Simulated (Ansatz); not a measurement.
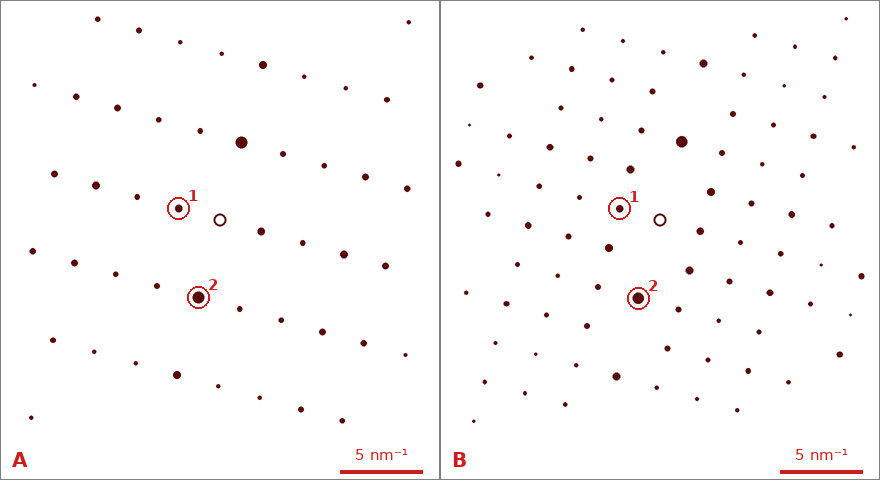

Kinematic electron diffraction patterns (120 kV, B = 0.5 Å², same scale) along [110] of the run's own cell, for the start and the end of one relaxation of Zn2As with DFT PBE, scalar-relativistic, plane waves, PAW (Ansatz 0.2.0). k mesh 8×8×10. The start is a generated model structure, and the relaxation ends in the nearest stationary point of its symmetry, not necessarily the ground state. Spot 1 is -1 1 0 and spot 2 is 0 0 2 in both.

Start structure:

```yaml
crystal:
  lattice:
    - [5.30962, 0.00000, 0.00000]
    - [0.00000, 5.73331, 0.00000]
    - [0.00000, 0.00000, 4.01124]
  atoms:
    - { symbol: Zn, position: [0.21525, 0.40526, 0.00000] }
    - { symbol: Zn, position: [0.78475, 0.59474, 0.00000] }
    - { symbol: Zn, position: [0.71525, 0.09474, 0.50000] }
    - { symbol: Zn, position: [0.28475, 0.90526, 0.50000] }
    - { symbol: As, position: [0.00000, 0.00000, 0.00000] }
    - { symbol: As, position: [0.50000, 0.50000, 0.50000] }
```

> Which pattern belongs to the start structure, and which to the relaxed one?

B is the start: its cell gives d(1) = 3.896 Å, d(2) = 2.006 Å and an angle of 90.0°. A is the relaxed structure, with d(1) = 3.795 Å (-2.6 %), d(2) = 2.028 Å (+1.1 %) and 90.0°.

> Name reflections whose intensity changes strongly on relaxation.

1 -1 -1, 3 -3 -1, 2 -2 1 fade out of sight; 4 -4 0 goes from 0.022 to 11 % of the strongest spot; 3 -3 0 goes from 2.7 to 19 % of the strongest spot; 3 -3 2 goes from 1.7 to 12 % of the strongest spot. The relaxed structure has a primitive cell 2 times smaller, so superlattice reflections of the start become extinct.

> What did the relaxation do to the structure and the energy?

The volume changed by -3.5 % to 19.64 Å³ an atom; with the mean shift removed, the atoms moved by up to 0.48 Å relative to the cell (Zn most); the space group went from Pnnm (No. 58) to Immm (No. 71); the free energy fell by 12 meV an atom. Relaxed cell: a = 5.750 Å, b = 5.051 Å, c = 4.057 Å, α = 90.00°, β = 90.00°, γ = 90.00°.
